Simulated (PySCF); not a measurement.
**C5H12BNSi (SMILES NB[Si]1(C2CC2)CC1): density, localisation and related maps**

```xyz
20

N    -2.5140    1.7058   -0.0794
B    -1.1547    1.5719    0.1215
Si   -0.3131   -0.1598   -0.1080
C     1.5391   -0.4435    0.1422
C     2.5005    0.6666   -0.1789
C     2.2479    0.2952    1.2433
C    -1.0500   -1.4677   -1.2844
C    -1.2879   -1.7724    0.1869
H    -3.1115    0.9388   -0.3422
H    -3.0230    2.5693    0.0188
H    -0.5670    2.5430    0.4301
H     1.9095   -1.4427   -0.0533
H     2.0988    1.6025   -0.5389
H     3.4568    0.4133   -0.6134
H     1.6744    0.9778    1.8534
H     3.0302   -0.2144    1.7867
H    -0.4048   -2.1571   -1.8084
H    -1.9310   -1.2366   -1.8670
H    -2.3165   -1.7298    0.5169
H    -0.7890   -2.6498    0.5710
```

Geometry: GFN2-xTB.

Theory: PBE0/pcSseg-1, SCF density, gas phase, non-relativistic (PySCF 2.14.0).

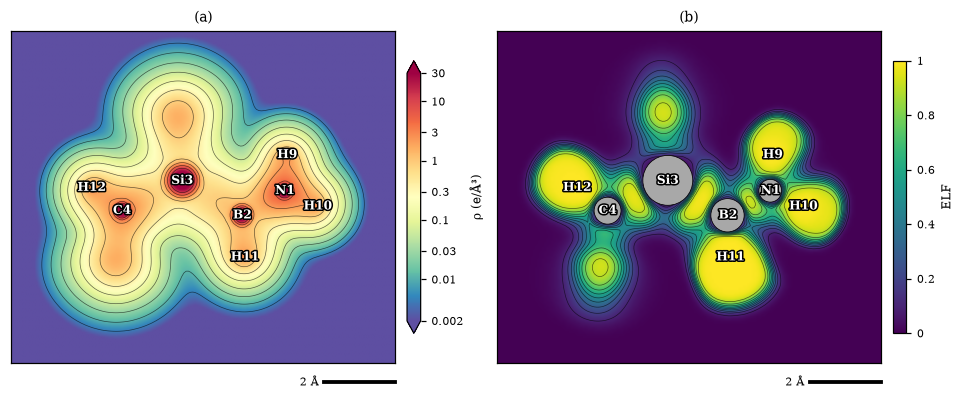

Figure 1. (a) electron density; (b) electron localisation function on the plane of atoms N1, B2 and Si3. Grey discs cover the atomic cores in the ELF map.

What do the fields say about this system?

The plane passes through N, B, Si, C and H nuclei.
B–N (1.38 Å): ρ at the midpoint is about 2 e/Å³; the ELF peaks at about 0.90 between the atoms (a polar covalent bond).
C–Si (1.89 Å): the density is about 0.92 e/Å³ at the midpoint; the ELF peaks at about 0.95 between the atoms, as expected for localised, covalent bonding.
Si–B (1.94 Å): ρ is about 0.85 e/Å³ halfway; the ELF peaks at about 1 between the atoms; a covalent bond.
N–H (1.01 Å): ρ is about 2.9 e/Å³ halfway; the ELF climbs to about 1 towards the hydrogen, as it does in any bond to H: a covalent bond by its length.
C–H (1.08 Å): ρ is about 2 e/Å³ halfway; the ELF climbs to about 1 towards the hydrogen (a covalent bond by its length).

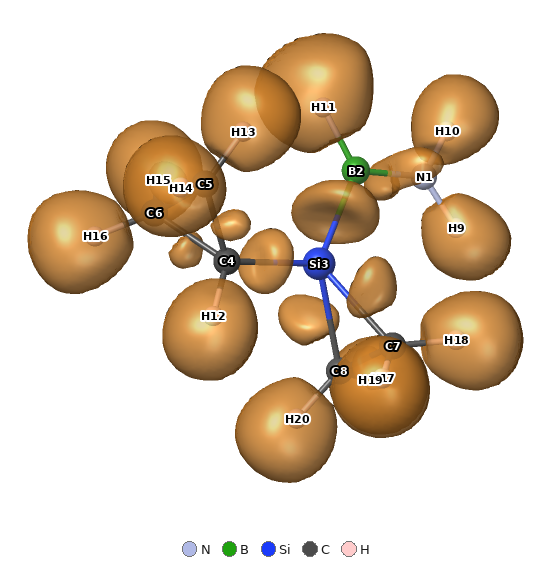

Figure 2. Isosurface of the electron localisation function at 0.85 (orange), seen at a tilt. Core shells and regions of very low density are left out.

Identify the bonds, lone pairs and shells in this picture.

The ELF exceeds this value in one region between bonded B–N atoms (shared pairs), one region between bonded B–Si atoms (shared pairs), four regions between bonded C–C atoms (shared pairs), three regions between bonded C–Si atoms (shared pairs) and twelve regions around hydrogen nuclei. Profiles from the grid: C–C (1.49 Å): the ELF peaks at about 0.90 between the atoms, as expected for localised, covalent bonding.

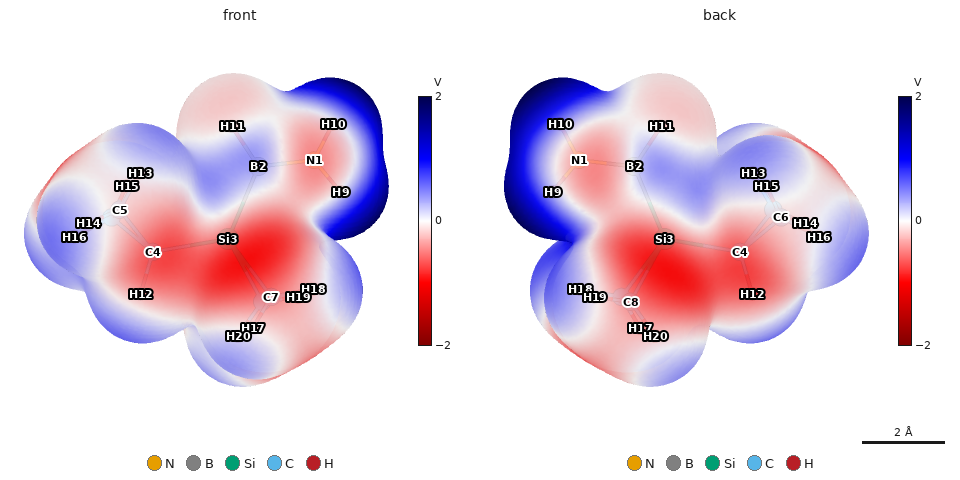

Figure 3. The molecular electrostatic potential painted on the density surface at 0.002 e/bohr³, seen from the front and from behind; the colour scale runs from red (negative) to blue (positive).

Where is the surface potential most negative and most positive?

The most negative region (about −1.0 V, or −23 kcal/mol for a unit charge) lies over C7 and C8, the most positive (about +1.9 V, or +44 kcal/mol for a unit charge) over H9 and H10.
